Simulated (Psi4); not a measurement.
**CH2NSi (SMILES N#C[SiH2]): UM06-2X/cc-pVTZ-DK (sfX2C, sweep point 2)**

What is the vertical ionisation energy of CH2NSi at UM06-2X/cc-pVTZ-DK (sfX2C, sweep point 2)? The job is set up through a Python script.

The calculation is run with Psi4 1.11.

## Step 1: The molecule

CH2NSi has 5 atoms, charge 0, and is taken as a doublet. As SMILES, `N#C[SiH2]`. Geometry: relaxed at PBE0-D4/def2-TZVP.

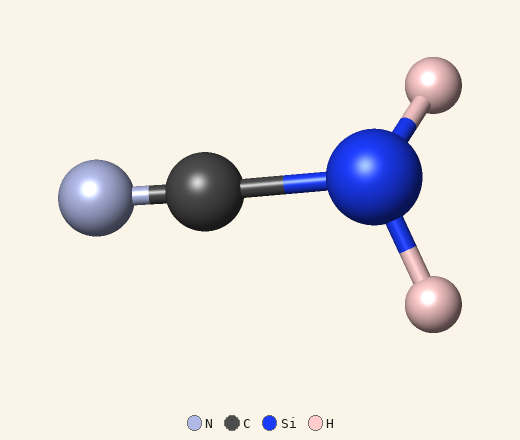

The structure, seen from a chosen angle (nitrogen light blue, carbon dark grey, silicon blue, hydrogen pink).

## Step 2: A single-point energy at UM06-2X/cc-pVTZ-DK (sfX2C, sweep point 2)

Input file job.py:

```python
import psi4

psi4.set_memory('1600 MB')
psi4.set_num_threads(1)
psi4.core.set_output_file('run.log', False)

molecule = psi4.geometry("""
0 2
N      1.96871668    -2.30395409     2.97121639
C      1.06939601    -1.18145677     1.33017822
Si    -0.17385480     0.50606866    -1.42088507
H     -2.75030740    -0.42140893    -1.99120442
H     -0.01965315     3.26166729    -0.96716183
units bohr
symmetry c1
""")

psi4.set_options({
    'basis': 'cc-pVTZ-DK',
    'reference': 'uks',
    'puream': True,
    'scf_type': 'pk',
    'dft_radial_points': 99,
    'dft_spherical_points': 590,
    'maxiter': 150,
    'relativistic': 'x2c',
})

energy_value = psi4.energy("m06-2x", molecule=molecule)
print(f'total energy {energy_value:.8f} hartree = {energy_value * 27.211386:.5f} eV')
for k, v in sorted(psi4.core.scalar_variables().items()):
    print(f'{k:45s} {v:18.10f}')
```

Launch:

```
$ python job.py
```

run.log:

```text
[...]
  Running in c1 symmetry.
[...]
  Nuclear repulsion =   75.458273848250684
[...]
  Multiplicity = 2
[...]
  Nalpha       = 15
  Nbeta        = 14
[...]
    Number of basis functions: 122
[...]
    WARNING: The X2C and Dirac Hamiltonians have substatially different eigenvalues!
             This is probably caused by the recontraction of the basis set.
[...]
   @UKS iter   1:  -383.97869292373576   -6.32629e-01   4.45914e-03 DIIS/ADIIS
[...]
   @UKS iter   9:  -384.13140185370378   -1.51934e-07   6.94269e-07 DIIS
[...]
   @S^2 Observed:                7.548676660E-01
[...]
    Orbital Energies [Eh]
    ---------------------
    Alpha Occupied:
       1A    -67.240293     2A    -14.775499     3A    -10.572729
       4A     -5.631661     5A     -3.921048     6A     -3.914884
       7A     -3.913377     8A     -1.023525     9A     -0.693713
      10A     -0.528665    11A     -0.465036    12A     -0.447744
      13A     -0.434141    14A     -0.412796    15A     -0.295180
    Alpha Virtual:
      16A      0.011052    17A      0.024720    18A      0.054363
      19A      0.085439    20A      0.113863    21A      0.140573
      22A      0.192562    23A      0.208327    24A      0.251704
      25A      0.289506    26A      0.300957    27A      0.324328
[...]
  @UKS Final Energy:  -384.13140185370378
   => Energetics <=
    Nuclear Repulsion Energy =             75.4582738482506841
    One-Electron Energy =                -677.7716534927388921
    Two-Electron Energy =                 234.3774061061329803
    DFT Exchange-Correlation Energy =     -16.1954283153485150
    Empirical Dispersion Energy =           0.0000000000000000
    VV10 Nonlocal Energy =                  0.0000000000000000
    Total Energy =                       -384.1314018537037782
[...]
 Multipole Moments:
 ------------------------------------------------------------------------------------
     Multipole            Electronic (a.u.)      Nuclear  (a.u.)        Total (a.u.)
 ------------------------------------------------------------------------------------
 L = 1.  Multiply by 2.5417464519 to convert [e a0] to [Debye]
 Dipole X            :          1.4359826           -1.9652287           -0.5292461
 Dipole Y            :         -1.2436383            1.9449222            0.7012840
 Dipole Z            :          0.6439533           -1.7540713           -1.1101180
 Magnitude           :                                                    1.4157198
[...]
```

On the terminal:

```text
total energy -384.13140185 hartree = -10452.74785 eV
CURRENT ENERGY                                   -384.1314018537
CURRENT REFERENCE ENERGY                         -384.1314018537
DD SOLVATION ENERGY                                 0.0000000000
DFT FUNCTIONAL TOTAL ENERGY                      -384.1314018537
DFT TOTAL ENERGY                                 -384.1314018537
DFT VV10 ENERGY                                     0.0000000000
DFT XC ENERGY                                     -16.1954283153
GRID ELECTRONS ALPHA                               14.9999999829
GRID ELECTRONS BETA                                14.0000000144
GRID ELECTRONS TOTAL                               28.9999999973
NUCLEAR REPULSION ENERGY                           75.4582738483
ONE-ELECTRON ENERGY                              -677.7716534927
PCM POLARIZATION ENERGY                             0.0000000000
PE ENERGY                                           0.0000000000
SCF ITERATION ENERGY                             -384.1314018537
SCF ITERATIONS                                      9.0000000000
SCF TOTAL ENERGY                                 -384.1314018537
TWO-ELECTRON ENERGY                               234.3774061061
XC GRID RADIAL POINTS                              99.0000000000
XC GRID SPHERICAL POINTS                          590.0000000000
XC GRID TOTAL POINTS                           279492.0000000000
```

Wall time 67 s (1 thread of AMD EPYC 7R43 (Zen 3), shared host); peak memory 0.96 GiB.

## Step 3: The singlet cation, same level

Input file run.py:

```python
import psi4

psi4.set_memory(1600000000)
psi4.set_num_threads(1)
psi4.core.set_output_file('output.dat', False)

mol = psi4.geometry("""
1 1
N      1.96871668    -2.30395409     2.97121639
C      1.06939601    -1.18145677     1.33017822
Si    -0.17385480     0.50606866    -1.42088507
H     -2.75030740    -0.42140893    -1.99120442
H     -0.01965315     3.26166729    -0.96716183
units au
symmetry c1
""")

psi4.set_options({
    'basis': 'cc-pVTZ-DK',
    'puream': True,
    'scf_type': 'pk',
    'dft_radial_points': 99,
    'dft_spherical_points': 590,
    'relativistic': 'x2c',
})

e, wfn = psi4.energy("m06-2x", return_wfn=True)
print(f'total energy {e:.8f} hartree = {e * 27.211386:.5f} eV')
for k, v in sorted(psi4.core.scalar_variables().items()):
    print(f'{k:45s} {v:18.10f}')
```

Launch:

```
$ python run.py
```

output.dat:

```text
[...]
  Running in c1 symmetry.
[...]
  Nuclear repulsion =   75.458273848250684
[...]
  Multiplicity = 1
[...]
  Nalpha       = 14
  Nbeta        = 14
[...]
    Number of basis functions: 122
[...]
    WARNING: The X2C and Dirac Hamiltonians have substatially different eigenvalues!
             This is probably caused by the recontraction of the basis set.
[...]
   @RKS iter   1:  -383.66060775966042   -3.14544e-01   3.95384e-03 ADIIS/DIIS
[...]
   @RKS iter   9:  -383.78138557560504   -3.83756e-08   2.90164e-07 DIIS
[...]
    Orbital Energies [Eh]
    ---------------------
    Doubly Occupied:
       1A    -67.562136     2A    -15.018229     3A    -10.801451
       4A     -5.948419     5A     -4.235447     6A     -4.229815
       7A     -4.228287     8A     -1.249778     9A     -0.941825
      10A     -0.772512    11A     -0.712684    12A     -0.664018
      13A     -0.648021    14A     -0.637634
[...]
  @RKS Final Energy:  -383.78138557560504
   => Energetics <=
    Nuclear Repulsion Energy =             75.4582738482506841
    One-Electron Energy =                -670.0560304920330736
    Two-Electron Energy =                 226.8600913915693695
    DFT Exchange-Correlation Energy =     -16.0437203233920123
    Empirical Dispersion Energy =           0.0000000000000000
    VV10 Nonlocal Energy =                  0.0000000000000000
    Total Energy =                       -383.7813855756050430
[...]
 Multipole Moments:
 ------------------------------------------------------------------------------------
     Multipole            Electronic (a.u.)      Nuclear  (a.u.)        Total (a.u.)
 ------------------------------------------------------------------------------------
 L = 1.  Multiply by 2.5417464519 to convert [e a0] to [Debye]
 Dipole X            :          1.1582169           -1.9652287           -0.8070118
 Dipole Y            :         -0.7155939            1.9449222            1.2293284
 Dipole Z            :         -0.5138929           -1.7540713           -2.2679641
 Magnitude           :                                                    2.7029942
[...]
```

The script printed:

```text
total energy -383.78138558 hartree = -10443.22342 eV
CURRENT ENERGY                                   -383.7813855756
CURRENT REFERENCE ENERGY                         -383.7813855756
DD SOLVATION ENERGY                                 0.0000000000
DFT FUNCTIONAL TOTAL ENERGY                      -383.7813855756
DFT TOTAL ENERGY                                 -383.7813855756
DFT VV10 ENERGY                                     0.0000000000
DFT XC ENERGY                                     -16.0437203234
GRID ELECTRONS ALPHA                               14.0000000109
GRID ELECTRONS BETA                                14.0000000109
GRID ELECTRONS TOTAL                               28.0000000219
NUCLEAR REPULSION ENERGY                           75.4582738483
ONE-ELECTRON ENERGY                              -670.0560304920
PCM POLARIZATION ENERGY                             0.0000000000
PE ENERGY                                           0.0000000000
SCF ITERATION ENERGY                             -383.7813855756
SCF ITERATIONS                                      9.0000000000
SCF TOTAL ENERGY                                 -383.7813855756
TWO-ELECTRON ENERGY                               226.8600913916
XC GRID RADIAL POINTS                              99.0000000000
XC GRID SPHERICAL POINTS                          590.0000000000
XC GRID TOTAL POINTS                           279492.0000000000
```

Run time: 41 s. Hardware: 1 thread of AMD EPYC 7R43 (Zen 3), shared host; peak memory 0.96 GiB.

## Step 4: Outcome

Level: UM06-2X/cc-pVTZ-DK (sfX2C, sweep point 2).

| quantity | value |
| --- | --- |
| doublet CH2NSi: total energy | -384.13140 Eh |
| doublet CH2NSi: dipole moment | 3.60 D |
| doublet CH2NSi: HOMO energy (highest over α and β) | -8.03 eV |
| doublet CH2NSi: LUMO energy (lowest over α and β) | -3.25 eV |
| doublet CH2NSi: ⟨S²⟩ | 0.755 |
| singlet cation: total energy | -383.78139 Eh |
| singlet cation: HOMO energy | -17.35 eV |
| singlet cation: LUMO energy | -10.84 eV |
| singlet cation: HOMO–LUMO gap | 6.51 eV |
| vertical ionisation energy (to the singlet cation) | 9.524 eV |

Removing an electron at fixed nuclei costs 9.52 eV (919 kJ/mol). Only the singlet of the ionised species was computed; a triplet could lie lower.
